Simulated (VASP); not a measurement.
Band structure of Y. These are PBE GGA, VASP's PBE PAW potentials (set 64) (plane waves; VASP 6.6.1) values and carry that method's errors.

The cell holds a wide vacuum, so values per volume refer to the whole cell.

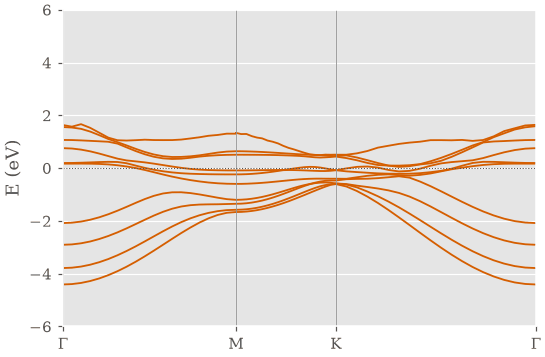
Figure: Bands along high-symmetry lines, zero at the valence-band maximum or, without a gap, the Fermi level

**Question.** Read the plot: is there a gap, and where are the band edges?

**Answer.** It has no gap at this level: it comes out as a metal or semimetal.

The cell is a sheet with vacuum, built from a generated structure.
